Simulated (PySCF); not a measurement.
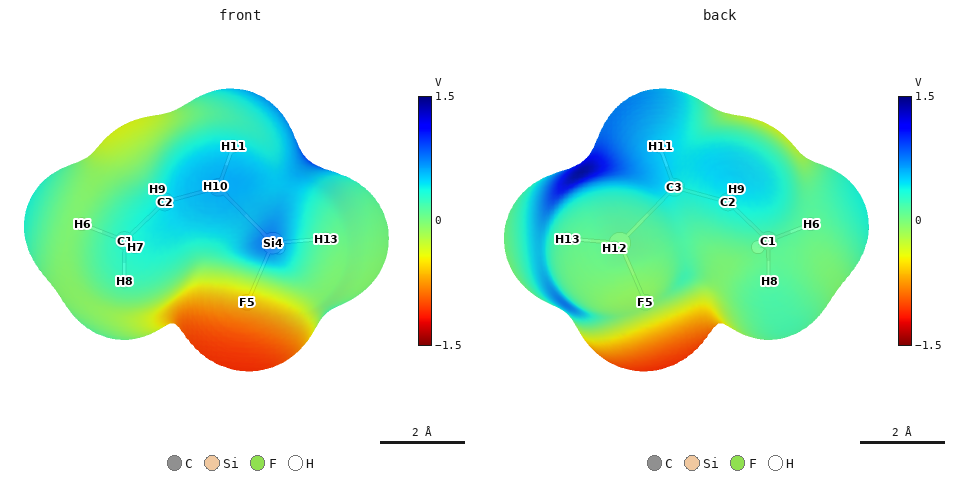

C₃H₈FSi (SMILES C[CH]C[SiH2]F) (doublet). The electrostatic potential painted on the density surface at 0.001 e/bohr³, seen from the front and from behind; the colour scale runs from red (negative) to blue (positive).

Geometry: GFN2-xTB.

All numbers below come from PySCF 2.14.0, density-fitted response routines, UKS B3LYP, pcH-1 on C F H Si, non-relativistic, mean-field spin-orbit, GIAO.

```xyz
13

C     1.7296    0.4266    0.3555
C     0.8460   -0.5263   -0.3505
C    -0.4486   -0.9491    0.1951
Si   -1.7865    0.3335   -0.3286
F    -1.2691    1.7640    0.2047
H     2.7673    0.0842    0.3323
H     1.4226    0.5480    1.3922
H     1.7163    1.4156   -0.1169
H     1.0943   -0.7940   -1.3638
H    -0.4153   -0.9907    1.2852
H    -0.7329   -1.9332   -0.1770
H    -1.8546    0.4698   -1.7745
H    -3.0734    0.1522    0.3285
```

> Where is the surface potential most negative and most positive?

The most negative region (about −1.1 V) lies over F5, the most positive (about +1.3 V) over Si4.
